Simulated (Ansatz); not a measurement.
Consider Cl3Ga···H2.

```xyz
6

Ga    0.3042    0.3663   -0.6482
Cl    1.8293   -1.1089   -0.6920
Cl   -1.4566    0.1038   -1.8005
Cl    0.6332    2.2003    0.3642
H    -0.3704   -1.0344    1.3594
H    -0.9396   -0.5270    1.4171
```

Level of theory: RKS CAM-B3LYP-D4/def2-SVP in Ansatz 0.2.0.

**What will maps of the electron density and electron localisation function show?**

Ga–Cl (2.12 Å): ρ at the midpoint is about 0.72 e/Å³; the ELF peaks at about 0.85 in the valence shell of Cl, 0.8 Å from its nucleus, and is about 0.55 at the midpoint.

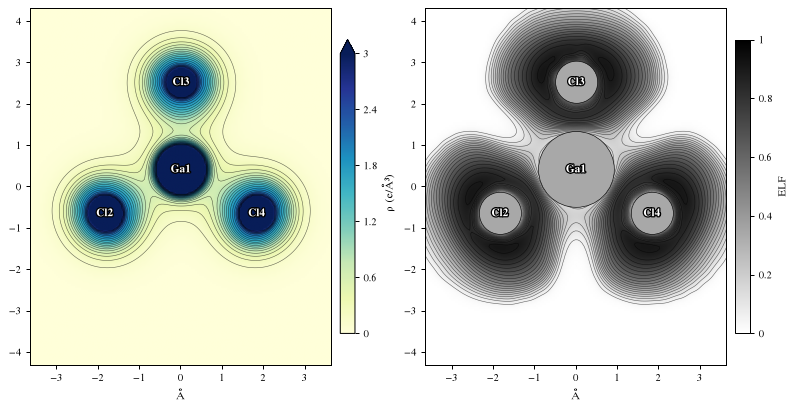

Computed electron density and electron localisation function on the plane of atoms Cl2, Ga1 and Cl4, in this order. Grey discs cover the atomic cores in the ELF map. 
